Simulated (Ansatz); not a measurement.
C3H7GaO: molecular dynamics (part 2 of 2)

The same run, continued: C3H7GaO; RKS r2SCAN-d3bjatm/def2-SVP (Ansatz 0.2.0). The geometry comes from this level: PBE0-D4/def2-TZVP.

Geometry of the input (Å):
```
C  -0.4758  1.2439  -0.1871
C  -0.0788  0.1069  0.4023
Ga -0.1803  -0.0683  2.3566
O  0.4064  -0.9777  -0.2501
C  0.5005  -0.8973  -1.6541
H  -0.8478  2.0500  0.4319
H  -0.4523  1.4208  -1.2571
H  -0.7363  1.1729  3.1387
H  0.2734  -1.3817  3.0784
H  0.9064  -1.8490  -1.9928
H  1.1686  -0.0841  -1.9592
H  -0.4840  -0.7363  -2.1075
```

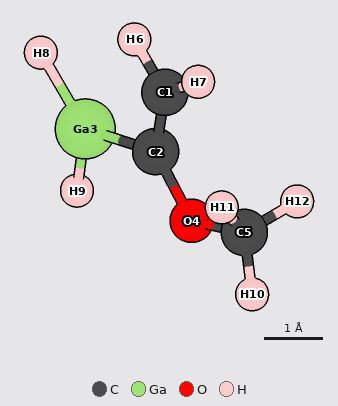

The geometry at step 20 of the log (ball-and-stick view, seen at a tilt; atoms are numbered from 1 in the order of the input).

Trajectory as extended XYZ, continued
```
12
Properties=species:S:1:pos:R:3:forces:R:3 step=9 time_fs=18.0 energy=-57634.47856 temperature=191.6
C    -0.4408    1.2319   -0.0755   -0.1019   0.7568  -3.1109
C    -0.0718    0.0558    0.4133    1.0691  -1.8100   0.6123
Ga   -0.2068   -0.0670    2.3866   -0.3327   0.6084  -0.5119
O     0.4652   -0.9969   -0.3192   -0.8637   0.9702   0.6005
C     0.5222   -0.8737   -1.7407   -0.8262  -0.6626   0.3634
H    -0.7573    2.0355    0.5472   -0.4162   0.6418   0.7056
H    -0.4249    1.4601   -1.1972   -0.0122  -0.2132   1.3488
H    -0.8146    1.2733    2.9780    0.1453  -0.2067  -0.0410
H     0.1178   -1.2478    3.2899    0.2110  -0.5287   0.2600
H     1.1555   -1.7427   -1.9862   -0.1585   0.2413  -0.5643
H     1.0123    0.0743   -2.0297   -0.1228  -0.1217  -0.1954
H    -0.5286   -0.9884   -2.2148    1.4088   0.3244   0.5327
12
Properties=species:S:1:pos:R:3:forces:R:3 step=10 time_fs=20.0 energy=-57634.52581 temperature=210.5
C    -0.4508    1.2291   -0.0718   -0.1112   0.7585  -0.0006
C    -0.0599    0.0496    0.4009    0.7634  -1.5260   1.2375
Ga   -0.2107   -0.0670    2.3905   -0.2792   0.5211  -0.8567
O     0.4665   -0.9981   -0.3279   -0.9161   0.8723   0.8346
C     0.5154   -0.8710   -1.7365    0.3900  -0.3478   0.4981
H    -0.7332    2.0501    0.5894   -0.1787  -0.1529   0.0875
H    -0.3970    1.4510   -1.1082   -0.0782   0.4369  -1.3622
H    -0.8226    1.2744    2.9536    0.1286  -0.1561   0.0409
H     0.1098   -1.2706    3.2576    0.2119  -0.5545   0.3588
H     1.1589   -1.7111   -1.9880    0.2306  -0.1688  -0.6581
H     0.9995    0.0773   -2.0218   -0.1230   0.0102  -0.2458
H    -0.4680   -1.0202   -2.2172   -0.0381   0.3072   0.0660
12
Properties=species:S:1:pos:R:3:forces:R:3 step=11 time_fs=22.0 energy=-57634.38138 temperature=174.4
C    -0.4643    1.2280   -0.0688    0.0564   0.2926   2.0748
C    -0.0486    0.0371    0.3903    0.2356  -0.5854   1.6475
Ga   -0.2133   -0.0664    2.3938   -0.1108  -0.0102  -0.9472
O     0.4674   -0.9977   -0.3336   -0.7965   0.5209   0.7798
C     0.5103   -0.8692   -1.7305    2.1278   0.0489   0.6474
H    -0.7138    2.0621    0.6280   -0.0531  -0.7429  -0.4662
H    -0.3685    1.4458   -1.0690   -0.0584   0.8928  -2.8425
H    -0.8298    1.2662    2.9294    0.0728  -0.0149   0.1600
H     0.1112   -1.3150    3.2362    0.1229  -0.2215   0.2092
H     1.1682   -1.6784   -2.0190    0.4422  -0.3755  -0.4825
H     0.9809    0.0785   -2.0310   -0.1024   0.1379  -0.1512
H    -0.4040   -1.0375   -2.2233   -1.9364   0.0571  -0.6291
12
Properties=species:S:1:pos:R:3:forces:R:3 step=12 time_fs=24.0 energy=-57634.46491 temperature=207.3
C    -0.4799    1.2254   -0.0599    0.8935   0.1065  -1.0820
C    -0.0399    0.0216    0.3850   -0.2826   0.5078   1.8004
Ga   -0.2148   -0.0652    2.3961    0.0791  -0.7067  -0.8616
O     0.4686   -0.9968   -0.3367   -0.5342   0.0227   0.4735
C     0.5116   -0.8680   -1.7225    1.5003  -0.1867  -0.8047
H    -0.6904    2.0524    0.6432   -0.1899  -0.4948  -0.3357
H    -0.3355    1.4682   -1.1358   -0.4752   0.2136   0.4177
H    -0.8363    1.2527    2.9190    0.0137   0.1385   0.2587
H     0.1173   -1.3713    3.2201    0.0014   0.2665  -0.0312
H     1.1888   -1.6548   -2.0742    0.1874  -0.1348   0.0046
H     0.9584    0.0868   -2.0526   -0.1372   0.0860   0.0824
H    -0.4081   -1.0503   -2.2617   -1.0563   0.1813   0.0778
12
Properties=species:S:1:pos:R:3:forces:R:3 step=13 time_fs=26.0 energy=-57634.28293 temperature=129.1
C    -0.4930    1.2227   -0.0543    1.5854  -0.6403  -2.8565
C    -0.0339    0.0072    0.3845   -0.7228   1.5561   1.7296
Ga   -0.2157   -0.0643    2.3974    0.1755  -1.1354  -0.7608
O     0.4702   -0.9950   -0.3374   -0.2138  -0.5067   0.0538
C     0.5173   -0.8663   -1.7180    0.0940  -0.6245  -2.4117
H    -0.6710    2.0273    0.6473   -0.3893   0.1508   0.1615
H    -0.3209    1.5010   -1.1854   -0.7395  -0.2429   2.0220
H    -0.8405    1.2469    2.9234    0.0163   0.1508   0.2808
H     0.1245   -1.4220    3.1948   -0.0876   0.6218  -0.1629
H     1.2135   -1.6375   -2.1316   -0.2541   0.2419   0.5389
H     0.9273    0.1023   -2.0659   -0.1212   0.0259   0.2503
H    -0.4544   -1.0563   -2.3027    0.6570   0.4024   1.1551
12
Properties=species:S:1:pos:R:3:forces:R:3 step=14 time_fs=28.0 energy=-57634.29539 temperature=144.5
C    -0.5013    1.2188   -0.0589    1.5804  -0.7610  -1.7476
C    -0.0290   -0.0021    0.3887   -1.0221   2.2347   1.4192
Ga   -0.2161   -0.0646    2.3977    0.1580  -1.1428  -0.7101
O     0.4707   -0.9940   -0.3349    0.1106  -0.8988  -0.3362
C     0.5241   -0.8657   -1.7222   -0.7218  -0.5288  -2.3542
H    -0.6783    2.0103    0.6709   -0.3462  -0.0385  -0.0644
H    -0.3395    1.5292   -1.1561   -0.6360  -0.2745   1.4575
H    -0.8444    1.2486    2.9387    0.0764   0.0230   0.2299
H     0.1332   -1.4463    3.1594   -0.1125   0.6911  -0.1233
H     1.2278   -1.6118   -2.1652   -0.2765   0.1590   0.6792
H     0.8892    0.1143   -2.0646    0.0552   0.2149   0.2288
H    -0.4776   -1.0457   -2.3004    1.1346   0.3217   1.3212
12
Properties=species:S:1:pos:R:3:forces:R:3 step=15 time_fs=30.0 energy=-57634.43052 temperature=209.3
C    -0.5053    1.2124   -0.0715    0.9932  -0.9086   1.9314
C    -0.0264   -0.0032    0.3971   -1.0367   2.1997   0.7604
Ga   -0.2155   -0.0655    2.3969    0.0535  -0.7906  -0.7195
O     0.4719   -0.9959   -0.3317    0.3174  -0.8806  -0.3796
C     0.5284   -0.8674   -1.7330   -0.5088   0.2986  -0.9310
H    -0.7124    1.9890    0.7027   -0.1665  -0.5429  -0.6541
H    -0.3805    1.5484   -1.0707   -0.2164   0.3694  -1.3354
H    -0.8418    1.2528    2.9611    0.1420  -0.1333   0.1444
H     0.1379   -1.4366    3.1217   -0.0567   0.4376   0.0620
H     1.2329   -1.5853   -2.1690    0.0731  -0.2653   0.3924
H     0.8530    0.1280   -2.0614    0.2464   0.2814   0.1955
H    -0.4558   -1.0194   -2.2431    0.1594  -0.0654   0.5335
12
Properties=species:S:1:pos:R:3:forces:R:3 step=16 time_fs=32.0 energy=-57634.38798 temperature=213.9
C    -0.5066    1.2022   -0.0793    0.5967  -0.9796   3.2767
C    -0.0260    0.0034    0.4054   -0.7319   1.4526   0.0551
Ga   -0.2144   -0.0669    2.3957   -0.0889  -0.1923  -0.8249
O     0.4742   -0.9997   -0.3296    0.4184  -0.5328  -0.1252
C     0.5320   -0.8687   -1.7458    0.6870   1.2520   0.7941
H    -0.7526    1.9453    0.7081   -0.1384  -0.3189  -0.5336
H    -0.4315    1.5799   -1.0369   -0.0488   0.6630  -2.6108
H    -0.8272    1.2544    2.9924    0.1767  -0.2397   0.0500
H     0.1355   -1.4072    3.0840    0.0708  -0.0940   0.3542
H     1.2416   -1.5751   -2.1548    0.2914  -0.5164   0.0305
H     0.8241    0.1490   -2.0580    0.3449   0.0189   0.1841
H    -0.4312   -0.9974   -2.1645   -1.5779  -0.5128  -0.6502
12
Properties=species:S:1:pos:R:3:forces:R:3 step=17 time_fs=34.0 energy=-57634.46113 temperature=243.5
C    -0.5065    1.1878   -0.0764    0.3240   0.7261  -0.4861
C    -0.0273    0.0136    0.4125   -0.2112   0.2409  -0.3533
Ga   -0.2133   -0.0687    2.3942   -0.1509   0.2626  -0.9666
O     0.4764   -1.0027   -0.3270    0.5524  -0.1427   0.1333
C     0.5415   -0.8682   -1.7557   -0.3506   1.2298   1.1813
H    -0.7981    1.9004    0.6874   -0.2682   0.3175   0.1292
H    -0.4882    1.6395   -1.1005   -0.0667  -0.7813   0.4546
H    -0.7961    1.2432    3.0255    0.1201  -0.1593   0.0257
H     0.1265   -1.3823    3.0565    0.2005  -0.6373   0.6068
H     1.2593   -1.5863   -2.1365    0.1053  -0.3602  -0.1250
H     0.8050    0.1669   -2.0530    0.3825  -0.2250   0.1087
H    -0.4707   -0.9983   -2.1079   -0.6373  -0.4712  -0.7087
12
Properties=species:S:1:pos:R:3:forces:R:3 step=18 time_fs=36.0 energy=-57634.29901 temperature=152.7
C    -0.5064    1.1765   -0.0744   -0.3281   2.0952  -2.0969
C    -0.0300    0.0240    0.4181    0.2740  -0.8832  -0.5299
Ga   -0.2117   -0.0703    2.3917   -0.0233   0.1219  -0.9712
O     0.4794   -1.0036   -0.3233    0.6492   0.1868   0.2752
C     0.5506   -0.8664   -1.7609   -1.8380   0.3374   1.0330
H    -0.8535    1.8703    0.6744   -0.2518   0.5131   0.3271
H    -0.5457    1.6730   -1.1417    0.1582  -1.4943   1.7187
H    -0.7528    1.2203    3.0523   -0.0190   0.1080   0.1081
H     0.1234   -1.3808    3.0503    0.2149  -0.7467   0.6110
H     1.2802   -1.6141   -2.1227   -0.4281   0.1855  -0.0259
H     0.8055    0.1725   -2.0495    0.3402  -0.2771   0.0021
H    -0.5358   -1.0185   -2.0749    1.2517  -0.1467  -0.4514
12
Properties=species:S:1:pos:R:3:forces:R:3 step=19 time_fs=38.0 energy=-57634.32974 temperature=181.5
C    -0.5086    1.1735   -0.0790   -0.9387   2.3938  -1.1403
C    -0.0327    0.0313    0.4203    0.4624  -1.3409  -0.5495
Ga   -0.2095   -0.0721    2.3889    0.2130  -0.4066  -0.7434
O     0.4833   -1.0019   -0.3188    0.6302   0.3967   0.2738
C     0.5526   -0.8632   -1.7633   -2.1676  -0.4525   1.2036
H    -0.9161    1.8540    0.6732    0.0311   0.2166   0.0196
H    -0.5960    1.6495   -1.1151    0.3068  -1.2015   0.9723
H    -0.7089    1.2005    3.0873   -0.1206   0.2867   0.1596
H     0.1381   -1.4016    3.0652    0.0990  -0.3747   0.3661
H     1.2788   -1.6359   -2.1067   -0.5758   0.4425  -0.0283
H     0.8240    0.1656   -2.0457    0.2653  -0.0980  -0.1277
H    -0.5572   -1.0470   -2.0634    1.7948   0.1379  -0.4059
12
Properties=species:S:1:pos:R:3:forces:R:3 step=20 time_fs=40.0 energy=-57634.42890 temperature=233.7
C    -0.5139    1.1778   -0.0875   -1.0369   1.1188   2.2383
C    -0.0356    0.0331    0.4186    0.3344  -1.0347  -0.4524
Ga   -0.2078   -0.0738    2.3866    0.4183  -0.8207  -0.3504
O     0.4883   -0.9989   -0.3134    0.5032   0.4975   0.1699
C     0.5482   -0.8608   -1.7626   -1.5697  -0.3631   1.6205
H    -0.9802    1.8470    0.6742    0.4372  -0.1811  -0.4476
H    -0.6304    1.5727   -1.0529    0.0849   0.1258  -1.9459
H    -0.6692    1.1947    3.1371   -0.1144   0.1813   0.0582
H     0.1654   -1.4359    3.0850   -0.0737   0.1541   0.0538
H     1.2490   -1.6337   -2.0889   -0.0131  -0.0032  -0.2445
H     0.8520    0.1520   -2.0477    0.1626   0.0923  -0.1783
H    -0.5147   -1.0730   -2.0704    0.8671   0.2328  -0.5215
12
Properties=species:S:1:pos:R:3:forces:R:3 step=21 time_fs=42.0 energy=-57634.41594 temperature=250.7
C    -0.5213    1.1844   -0.0892   -0.8713   0.2354   3.0281
C    -0.0378    0.0335    0.4150    0.1761  -0.6197  -0.1861
Ga   -0.2072   -0.0756    2.3847    0.5638  -0.9327   0.0732
O     0.4945   -0.9958   -0.3069    0.2569   0.5395  -0.0602
C     0.5376   -0.8614   -1.7565    0.2478   0.2173   1.9584
H    -1.0314    1.8347    0.6601    0.5405  -0.1091  -0.4863
H    -0.6604    1.4942   -1.0610   -0.0846   0.5326  -2.7689
H    -0.6330    1.2017    3.1918   -0.0537  -0.1089  -0.1610
H     0.1951   -1.4690    3.0994   -0.2316   0.5647  -0.1836
H     1.2215   -1.6265   -2.0803    0.5209  -0.4632  -0.3341
H     0.8850    0.1356   -2.0567   -0.0335   0.0693  -0.0976
H    -0.4484   -1.0939   -2.0993   -1.0313   0.0749  -0.7820
12
Properties=species:S:1:pos:R:3:forces:R:3 step=22 time_fs=44.0 energy=-57634.49304 temperature=288.8
C    -0.5315    1.1913   -0.0807   -0.6684  -0.1686  -1.4254
C    -0.0384    0.0338    0.4124   -0.0008  -0.1861   0.1689
Ga   -0.2071   -0.0781    2.3829    0.6639  -0.7941   0.3942
O     0.5004   -0.9920   -0.2992   -0.0331   0.5069  -0.4350
C     0.5259   -0.8638   -1.7446    1.1402  -0.1386   1.2017
H    -1.0582    1.8167    0.6238    0.0128   0.6444   0.2459
H    -0.6943    1.4310   -1.1683    0.3256  -0.1731   0.8426
H    -0.5994    1.2094    3.2408   -0.0185  -0.3662  -0.3826
H     0.2214   -1.4789    3.1086   -0.3201   0.6985  -0.2885
H     1.2177   -1.6380   -2.0829    0.2652  -0.1218  -0.0220
H     0.9143    0.1204   -2.0696   -0.2678  -0.1196   0.0763
H    -0.4281   -1.1192   -2.1632   -1.0990   0.2182  -0.3759
12
Properties=species:S:1:pos:R:3:forces:R:3 step=23 time_fs=46.0 energy=-57634.33925 temperature=196.1
C    -0.5441    1.1963   -0.0757   -0.2088  -1.2070  -3.4479
C    -0.0381    0.0328    0.4105   -0.2911   0.4696   0.5572
Ga   -0.2061   -0.0813    2.3817    0.7332  -0.5900   0.4348
O     0.5059   -0.9868   -0.2929   -0.2361   0.3791  -0.7267
C     0.5173   -0.8673   -1.7295    0.7680  -1.1176  -0.2588
H    -1.0753    1.8235    0.5956   -0.3491   1.0447   0.6352
H    -0.7083    1.3537   -1.2423    0.4046  -0.0207   2.3699
H    -0.5669    1.2020    3.2712   -0.0508  -0.4022  -0.4681
H     0.2384   -1.4627    3.1051   -0.3164   0.5387  -0.2424
H     1.2302   -1.6531   -2.0838   -0.2770   0.3748   0.3348
H     0.9329    0.0984   -2.0819   -0.3747  -0.0654   0.2031
H    -0.4472   -1.1413   -2.2332    0.1983   0.5961   0.6090
12
Properties=species:S:1:pos:R:3:forces:R:3 step=24 time_fs=48.0 energy=-57634.37299 temperature=224.2
C    -0.5562    1.1945   -0.0839   -0.4413  -1.2178  -2.0780
C    -0.0374    0.0320    0.4093   -0.5725   1.0748   1.0217
Ga   -0.2044   -0.0853    2.3810    0.7600  -0.3610   0.1743
O     0.5107   -0.9794   -0.2871   -0.3110   0.1414  -0.8912
C     0.5108   -0.8745   -1.7164    0.6001  -1.4469  -0.9939
H    -1.1034    1.8638    0.5852    0.2583   0.2126  -0.1407
H    -0.7029    1.2654   -1.2247    0.1767   0.4602   1.5897
H    -0.5362    1.1837    3.2754   -0.1324  -0.2304  -0.3868
H     0.2435   -1.4323    3.0900   -0.2291   0.1481  -0.0629
H     1.2417   -1.6540   -2.0696   -0.5038   0.4005   0.3958
H     0.9356    0.0726   -2.0911   -0.3232   0.1929   0.2458
H    -0.4596   -1.1414   -2.2698    0.7183   0.6255   1.1263
12
Properties=species:S:1:pos:R:3:forces:R:3 step=25 time_fs=50.0 energy=-57634.38466 temperature=203.6
C    -0.5689    1.1862   -0.1012   -0.4232  -0.9773   1.3718
C    -0.0365    0.0328    0.4107   -0.7635   1.4570   1.2916
Ga   -0.2017   -0.0896    2.3811    0.7460  -0.1325  -0.2790
O     0.5136   -0.9722   -0.2827   -0.2895  -0.0874  -0.8664
C     0.5069   -0.8863   -1.7082    0.6326  -0.5302  -0.7207
H    -1.1252    1.9062    0.5625    0.7802  -0.5778  -0.7319
H    -0.6919    1.1920   -1.1542   -0.2673   0.8078  -1.4307
H    -0.5086    1.1615    3.2609   -0.2379   0.0796  -0.1786
H     0.2425   -1.4025    3.0638   -0.0881  -0.3735   0.2033
H     1.2325   -1.6389   -2.0439   -0.0548  -0.2528   0.0925
H     0.9263    0.0557   -2.1005   -0.2379   0.2840   0.3150
H    -0.4470   -1.1178   -2.2605    0.2033   0.3030   0.9331
12
Properties=species:S:1:pos:R:3:forces:R:3 step=26 time_fs=52.0 energy=-57634.33909 temperature=168.2
C    -0.5824    1.1750   -0.1135   -0.2127  -0.8194   2.3477
C    -0.0398    0.0389    0.4140   -0.6610   1.2303   1.2678
Ga   -0.1985   -0.0936    2.3821    0.7174  -0.0190  -0.6573
O     0.5140   -0.9667   -0.2806   -0.2632  -0.1117  -0.6058
C     0.5055   -0.8988   -1.7043    1.2378   0.8077   0.2035
H    -1.1205    1.9277    0.5151    0.6538  -0.5553  -0.5130
H    -0.6908    1.1563   -1.1396   -0.4076   0.7956  -2.7361
H    -0.4887    1.1435    3.2446   -0.3196   0.3712   0.0403
H     0.2389   -1.3912    3.0385    0.0196  -0.7429   0.3907
H     1.2175   -1.6351   -2.0214    0.4705  -0.8837  -0.2643
H     0.9087    0.0525   -2.1068   -0.1222   0.1270   0.3903
H    -0.4268   -1.0795   -2.2131   -1.1130  -0.1999   0.1363
12
Properties=species:S:1:pos:R:3:forces:R:3 step=27 time_fs=54.0 energy=-57634.51669 temperature=239.3
C    -0.5961    1.1613   -0.1180   -0.1740  -0.8827  -1.3022
C    -0.0478    0.0503    0.4195   -0.2394   0.3730   1.0048
Ga   -0.1952   -0.0980    2.3833    0.7283  -0.1205  -0.6179
O     0.5128   -0.9639   -0.2791   -0.2602   0.0696  -0.1798
C     0.5060   -0.9061   -1.7004    1.6926   0.6715   0.3879
H    -1.0961    1.9284    0.4560    0.0155   0.2637   0.3037
H    -0.7067    1.1557   -1.2124   -0.0595   0.6288   0.0473
H    -0.4803    1.1398    3.2389   -0.3229   0.4107   0.1090
H     0.2358   -1.4112    3.0290   -0.0184  -0.6165   0.3239
H     1.2204   -1.6716   -2.0091   -0.0807  -0.2923  -0.1992
H     0.8847    0.0602   -2.0994    0.0670  -0.0753   0.3381
H    -0.4464   -1.0460   -2.1607   -1.3482  -0.4299  -0.2155
12
Properties=species:S:1:pos:R:3:forces:R:3 step=28 time_fs=56.0 energy=-57634.54287 temperature=285.2
C    -0.6103    1.1435   -0.1276   -0.4123  -0.2395  -3.1719
C    -0.0548    0.0643    0.4280    0.2854  -0.6822   0.5441
Ga   -0.1919   -0.1032    2.3836    0.7600  -0.3296  -0.2137
O     0.5115   -0.9615   -0.2788   -0.1767   0.2248   0.3709
C     0.5108   -0.9097   -1.6952    0.1290  -0.1922  -0.0684
H    -1.0722    1.9367    0.4123   -0.3054   0.6866   0.7075
H    -0.7279    1.1751   -1.2722    0.1710   0.3103   1.5325
H    -0.4818    1.1480    3.2433   -0.2587   0.2060   0.0219
H     0.2344   -1.4547    3.0344   -0.1578  -0.1240   0.0806
H     1.2206   -1.7219   -2.0027   -0.7065   0.5261  -0.0594
H     0.8595    0.0693   -2.0758    0.2696  -0.0966   0.0937
H    -0.5195   -1.0315   -2.1140    0.4025  -0.2897   0.1622
12
Properties=species:S:1:pos:R:3:forces:R:3 step=29 time_fs=58.0 energy=-57634.52740 temperature=307.2
C    -0.6267    1.1253   -0.1481   -0.9879   1.3533  -2.0548
C    -0.0583    0.0784    0.4412    0.6194  -1.3612  -0.2364
Ga   -0.1883   -0.1095    2.3832    0.7163  -0.3920   0.2807
O     0.5106   -0.9570   -0.2797    0.0268   0.2674   0.9998
C     0.5178   -0.9122   -1.6908   -1.5211  -0.3399   0.0360
H    -1.0573    1.9708    0.3994    0.0798  -0.1983   0.1716
H    -0.7443    1.1966   -1.2754    0.1990   0.0289   1.1736
H    -0.4959    1.1633    3.2487   -0.1594  -0.1021  -0.1330
H     0.2290   -1.4986    3.0432   -0.2640   0.3190  -0.1300
H     1.1876   -1.7565   -2.0009   -0.5890   0.6819  -0.0899
H     0.8436    0.0781   -2.0548    0.3626  -0.1519  -0.1407
H    -0.5788   -1.0339   -2.0552    1.5175  -0.1051   0.1230
12
Properties=species:S:1:pos:R:3:forces:R:3 step=30 time_fs=60.0 energy=-57634.49113 temperature=339.7
C    -0.6492    1.1107   -0.1751   -0.8054   1.9777   1.1351
C    -0.0579    0.0894    0.4568    0.5010  -1.2830  -1.4053
Ga   -0.1846   -0.1170    2.3829    0.5887  -0.3249   0.6636
O     0.5090   -0.9509   -0.2796    0.3424   0.1934   1.6728
C     0.5222   -0.9167   -1.6852   -2.2779   0.5874   0.5102
H    -1.0422    1.9997    0.3956    0.2954  -0.9659  -0.3160
H    -0.7543    1.2147   -1.2352    0.0212  -0.0506  -0.9293
H    -0.5207    1.1719    3.2514   -0.0628  -0.3416  -0.2493
H     0.2160   -1.5304    3.0439   -0.2901   0.5443  -0.2288
H     1.1238   -1.7696   -2.0022    0.1922   0.0551  -0.2964
H     0.8410    0.0844   -2.0471    0.3215  -0.4179  -0.2069
H    -0.5768   -1.0452   -1.9861    1.1737   0.0262  -0.3497
```
